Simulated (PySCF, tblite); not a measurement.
# C3H7FOS: a rotation path, then NMR shifts on frames, part 1 of 2

How do NMR shifts of C3H7FOS (`C[C@@H](F)[S@@](C)=O`) change as the atoms move?

The runs use tblite 0.8.0 and PySCF 2.14.0, with density-fitted response routines of our own; the level of theory stands in each step. All values are computed, except where a source is named. Atoms are numbered from 0 throughout.

### Step 1. Starting geometry

13 atoms, charge 0, multiplicity 1; geometry from: GFN2-xTB.

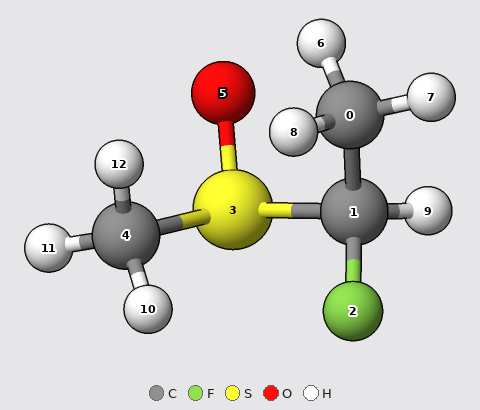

The starting geometry (carbon grey, fluorine green, sulfur yellow, oxygen red, hydrogen white), atoms numbered.

### Step 2. The rotation path with GFN2-xTB

Job settings and geometry (Å):

```
{"job": {"kind": "neb", "xc": "GFN2-xTB", "basis": "xTB", "atoms": [2, 1, 3, 4], "turn": 120}, "charge": 0, "multiplicity": 1}
C     -1.448612     0.423570     0.223614
C     -0.774506    -0.681430    -0.549216
F     -0.509369    -0.325688    -1.847525
S      0.868931    -1.183376     0.259825
C      1.743985     0.403776    -0.075455
O      0.556682    -1.183027     1.688750
H     -1.297896     0.229868     1.285056
H     -2.515691     0.455089     0.016964
H     -1.014670     1.386165    -0.036933
H     -1.373243    -1.597290    -0.581478
H      1.676358     0.617171    -1.135859
H      2.781003     0.263319     0.211666
H      1.302642     1.192341     0.522863
```

Method: GFN2-xTB climbing-image nudged elastic band, gas phase.

The run is started by

```console
$ OMP_NUM_THREADS=1 python probes_run.py task.json out
```

One launch serves the whole session: the jobs run in the order shown.

The log of the run:

```text
image   E - E0 / eV
  0       0.0000
  1       0.0160
  2       0.0608
  3       0.1135
  4       0.1520
  5       0.1633
  6       0.1499
  7       0.1351
  8       0.1179
```

It took 3.3 s on 1 thread of INTEL XEON PLATINUM 8581C at 2.10GHz, shared host; peak memory 0.18 GiB.

The final band, with the dihedral F2–C1–S3–C4:

| image | dihedral (°) | energy (eV) | energy (kcal/mol) |
| --- | --- | --- | --- |
| 0 | 57 | 0.000 | 0.0 |
| 1 | 70 | 0.016 | 0.4 |
| 2 | 86 | 0.061 | 1.4 |
| 3 | 101 | 0.114 | 2.6 |
| 4 | 117 | 0.152 | 3.5 |
| 5 | 133 | 0.163 | 3.8 |
| 6 | 151 | 0.150 | 3.5 |
| 7 | 169 | 0.135 | 3.1 |
| 8 | 180 | 0.118 | 2.7 |

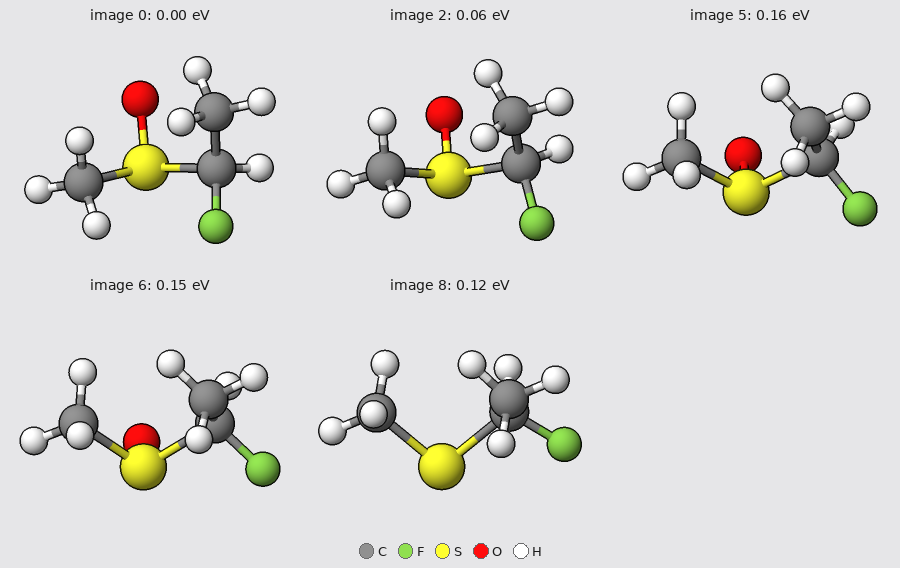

Images along the band.

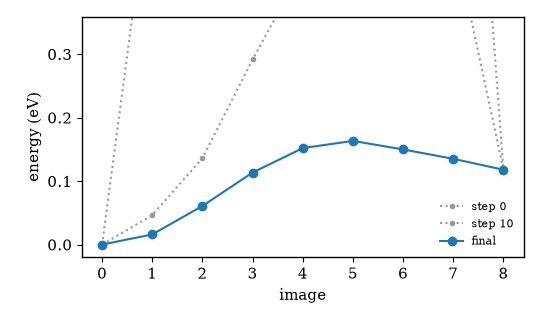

Energy along the band, early and final.

### Step 3. Shielding tensors: image 0, PBE0/pcSseg-1

Job settings and geometry (Å):

```
{"job": {"kind": "nmr", "xc": "PBE0", "basis": "pcSseg-1", "pop": false}, "charge": 0, "multiplicity": 1}
C     -1.448600     0.423600     0.223600
C     -0.774500    -0.681400    -0.549200
F     -0.509400    -0.325700    -1.847500
S      0.868900    -1.183400     0.259800
C      1.744000     0.403800    -0.075500
O      0.556700    -1.183000     1.688800
H     -1.297900     0.229900     1.285100
H     -2.515700     0.455100     0.017000
H     -1.014700     1.386200    -0.036900
H     -1.373200    -1.597300    -0.581500
H      1.676400     0.617200    -1.135900
H      2.781000     0.263300     0.211700
H      1.302600     1.192300     0.522900
```

Level: GIAO PBE0/pcSseg-1 NMR shielding, non-relativistic, gas phase.

The log of the run:

```text
coarse grid: 11400 points
cycle   1  E = -690.9937764566  dE =  8.653e-01  |g| = 9.764e-01  |ddm| = 3.224e+00
cycle   2  E = -690.1426624375  dE =  8.511e-01  |g| = 2.244e+00  |ddm| = 3.575e+00
cycle   3  E = -691.1550313014  dE = -1.012e+00  |g| = 2.893e-01  |ddm| = 3.098e+00
cycle   4  E = -691.1698755122  dE = -1.484e-02  |g| = 1.326e-01  |ddm| = 3.770e-01
cycle   5  E = -691.1728438592  dE = -2.968e-03  |g| = 2.453e-02  |ddm| = 1.122e-01
cycle   6  E = -691.1729626067  dE = -1.187e-04  |g| = 8.526e-03  |ddm| = 2.448e-02
cycle   7  E = -691.1729775648  dE = -1.496e-05  |g| = 1.772e-03  |ddm| = 7.655e-03
cycle   8  E = -691.1729783314  dE = -7.666e-07  |g| = 4.413e-04  |ddm| = 2.959e-03
final grid: 105792 points
cycle   9  E = -691.2288844851  dE = -3.089e-05  |g| = 1.053e-02  |ddm| = 2.450e-02
cycle  10  E = -691.2288428183  dE =  4.167e-05  |g| = 1.759e-02  |ddm| = 2.508e-02
cycle  11  E = -691.2289075117  dE = -6.469e-05  |g| = 2.610e-03  |ddm| = 1.800e-02
cycle  12  E = -691.2289088129  dE = -1.301e-06  |g| = 3.011e-04  |ddm| = 2.262e-03
cycle  13  E = -691.2289088276  dE = -1.473e-08  |g| = 1.313e-04  |ddm| = 3.283e-04
cycle  14  E = -691.2289088302  dE = -2.543e-09  |g| = 3.642e-05  |ddm| = 9.908e-05
cycle  15  E = -691.2289088305  dE = -2.833e-10  |g| = 7.131e-06  |ddm| = 4.365e-05
converged SCF energy = -691.2289088305

GIAO shielding tensors (ppm)
atom      isotropic    diamagn.    paramagn.     s11        s22        s33       span
  0 C      177.817     250.787     -72.970    162.437    178.772    192.242     29.806
  1 C       78.372     248.645    -170.274     40.096     70.625    124.394     84.298
  2 F      379.772     474.883     -95.112    350.724    391.216    397.375     46.652
  3 S      186.578    1052.758    -866.180     35.067    119.726    404.939    369.872
  4 C      150.056     254.944    -104.888    115.203    145.475    189.489     74.286
  5 O      282.892     398.148    -115.256     82.229    308.335    458.111    375.882
  6 H       29.219      30.231      -1.012     23.466     29.689     34.500     11.033
  7 H       30.075      28.752       1.323     25.650     27.415     37.160     11.510
  8 H       30.462      31.077      -0.615     25.975     29.453     35.958      9.983
  9 H       26.076      30.288      -4.212     23.769     25.613     28.846      5.077
 10 H       29.761      31.013      -1.252     25.005     28.814     35.464     10.459
 11 H       29.172      29.173      -0.001     26.067     27.024     34.425      8.359
 12 H       29.620      31.735      -2.114     25.710     29.767     33.384      7.675
```

It took 13 s on 1 thread of INTEL XEON PLATINUM 8581C at 2.10GHz, shared host; peak memory 0.71 GiB.

The references, computed at this level on geometries of the same kind, shield at (ppm): 1H TMS 31.72, 13C TMS 186.9, 19F CFCl3 170.9, 17O H2O 336.1, 33S CS2 504. Their shielding less the atom's gives the shift. The references are single molecules in the gas phase, so shifts against H2O, NH3, PH3, H3PO4 or CFCl3 are not on the usual liquid scales and can be off by tens of ppm. Each atom is listed at this fixed geometry, with no averaging over motion; a spectrum would average atoms that exchange fast.

| atoms | environment | σ (ppm) | δ (ppm) |
| --- | --- | --- | --- |
| C1 | sp3 CH bonded to F and S | 78.4 | 108.6 |
| C4 | methyl carbon bonded to S | 150.1 | 36.9 |
| C0 | methyl carbon | 177.8 | 9.1 |
| H9 | hydrogen on an sp3 CH bonded to F and S | 26.08 | 5.64 |
| H11 | hydrogen on a methyl carbon bonded to S | 29.17 | 2.55 |
| H6 | hydrogen on a methyl carbon | 29.22 | 2.50 |
| H12 | hydrogen on a methyl carbon bonded to S | 29.62 | 2.10 |
| H10 | hydrogen on a methyl carbon bonded to S | 29.76 | 1.96 |
| H7 | hydrogen on a methyl carbon | 30.07 | 1.64 |
| H8 | hydrogen on a methyl carbon | 30.46 | 1.25 |
| F2 | fluorine on an sp3 carbon | 379.8 | -208.8 |
| S3 | sulfoxide sulfur | 187 | 317 |
| O5 | S=O oxygen | 282.9 | 53.2 |

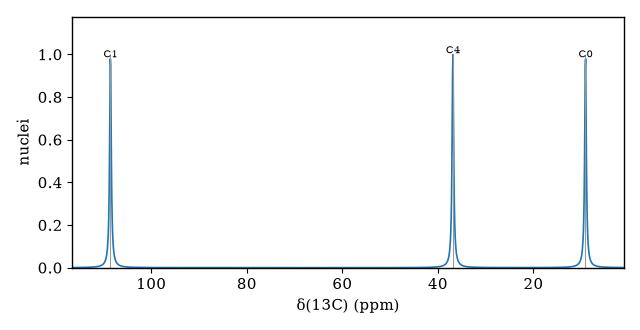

13C lines at the computed shifts, without couplings. Lines are broadened to a width of 0.40 ppm (Lorentzian).

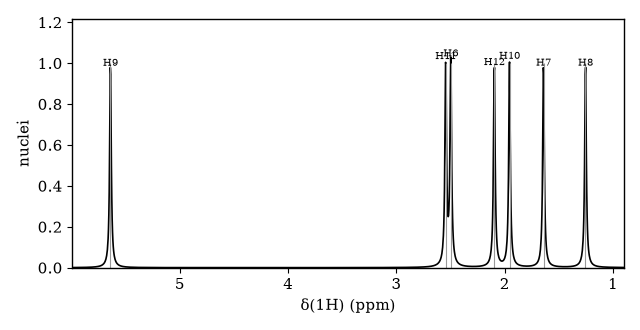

1H lines at the computed shifts, without couplings. Lines are broadened to a width of 0.02 ppm (Lorentzian).

### Step 4. Nuclear shieldings: image 2, PBE0/pcSseg-1

Job settings and geometry (Å):

```
{"job": {"kind": "nmr", "xc": "PBE0", "basis": "pcSseg-1", "pop": false}, "charge": 0, "multiplicity": 1}
C     -1.358200     0.530500     0.080200
C     -0.811700    -0.748900    -0.506500
F     -0.783200    -0.685500    -1.878300
S      0.940800    -1.220500     0.045900
C      1.669600     0.474000     0.078700
O      0.770900    -1.598400     1.447300
H     -1.129400     0.566900     1.142100
H     -2.438800     0.571300    -0.044800
H     -0.924200     1.391500    -0.423100
H     -1.412600    -1.621800    -0.229500
H      1.488000     0.962600    -0.870700
H      2.736800     0.349700     0.232500
H      1.247600     1.029000     0.908400
```

Method: GIAO PBE0/pcSseg-1 NMR shielding, non-relativistic, gas phase.

The log of the run:

```text
coarse grid: 11400 points
cycle   1  E = -690.9884270818  dE =  8.607e-01  |g| = 9.849e-01  |ddm| = 3.226e+00
cycle   2  E = -690.1179200355  dE =  8.705e-01  |g| = 2.267e+00  |ddm| = 3.698e+00
cycle   3  E = -691.1527270274  dE = -1.035e+00  |g| = 2.906e-01  |ddm| = 3.211e+00
cycle   4  E = -691.1677205365  dE = -1.499e-02  |g| = 1.343e-01  |ddm| = 3.863e-01
cycle   5  E = -691.1707650585  dE = -3.045e-03  |g| = 2.441e-02  |ddm| = 1.119e-01
cycle   6  E = -691.1708815070  dE = -1.164e-04  |g| = 8.811e-03  |ddm| = 2.451e-02
cycle   7  E = -691.1708974508  dE = -1.594e-05  |g| = 1.788e-03  |ddm| = 7.713e-03
cycle   8  E = -691.1708982366  dE = -7.857e-07  |g| = 4.529e-04  |ddm| = 3.035e-03
final grid: 105792 points
cycle   9  E = -691.2255020003  dE = -3.316e-05  |g| = 1.111e-02  |ddm| = 2.885e-02
cycle  10  E = -691.2254565644  dE =  4.544e-05  |g| = 1.842e-02  |ddm| = 2.668e-02
cycle  11  E = -691.2255279534  dE = -7.139e-05  |g| = 2.731e-03  |ddm| = 1.922e-02
cycle  12  E = -691.2255293793  dE = -1.426e-06  |g| = 3.238e-04  |ddm| = 2.395e-03
cycle  13  E = -691.2255293977  dE = -1.836e-08  |g| = 1.387e-04  |ddm| = 3.778e-04
cycle  14  E = -691.2255294005  dE = -2.792e-09  |g| = 4.304e-05  |ddm| = 1.060e-04
cycle  15  E = -691.2255294009  dE = -3.859e-10  |g| = 7.412e-06  |ddm| = 5.064e-05
converged SCF energy = -691.2255294009

GIAO shielding tensors (ppm)
atom      isotropic    diamagn.    paramagn.     s11        s22        s33       span
  0 C      172.464     250.513     -78.049    161.069    170.660    185.663     24.593
  1 C       75.891     248.284    -172.393     47.232     59.218    121.224     73.991
  2 F      373.236     474.129    -100.893    344.567    372.802    402.339     57.772
  3 S      155.532    1052.311    -896.779    -20.339     81.667    405.267    425.606
  4 C      147.543     255.284    -107.741    112.941    143.846    185.843     72.902
  5 O      279.650     397.441    -117.791     63.483    297.783    477.684    414.200
  6 H       29.848      30.896      -1.048     25.348     29.240     34.956      9.608
  7 H       29.671      28.553       1.117     25.477     27.005     36.529     11.051
  8 H       30.240      31.115      -0.876     26.292     29.398     35.029      8.737
  9 H       26.394      30.213      -3.818     24.003     26.547     28.632      4.629
 10 H       29.863      31.472      -1.609     25.827     28.500     35.264      9.437
 11 H       28.908      29.095      -0.187     25.820     26.944     33.960      8.140
 12 H       29.668      31.790      -2.122     25.976     29.894     33.135      7.159
```

Run time: 12 s. Hardware: 1 thread of INTEL XEON PLATINUM 8581C at 2.10GHz, shared host; peak memory 0.73 GiB.

In short: δ C1 111.0, C4 39.4, C0 14.5, F2 -202.3, H9 5.32, H11 2.81 ppm.

(Continued in part 2 of 2.)
